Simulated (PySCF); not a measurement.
Vertical excitations of a molecule C₃H₇BF₂O from TDA-CAM-B3LYP/def2-SVPD in PySCF, as energy in eV (oscillator strength): 7.82 (0.015), 8.00 (0.010), 8.64 (0.007), 8.86 (0.007), 8.96 (0.024), 9.09 (0.005). Lowest triplet (TDA): 7.15 eV. Coordinates come from a B3LYP-D3(BJ)/def2-SVP optimisation. The values are those of a single conformer.

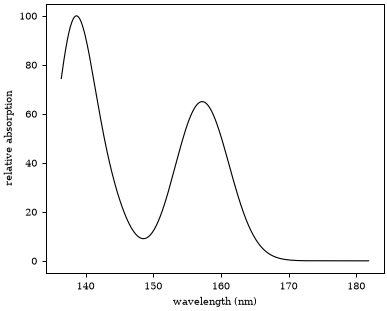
The lines broadened by 0.4 eV.

Question: Pick the molecule that these values belong to.
A) OCCB(F)CF
B) COCCB(F)F
C) CC[C@@H](F)B(O)F
D) COCB(F)CF

Answer: C, CC[C@@H](F)B(O)F
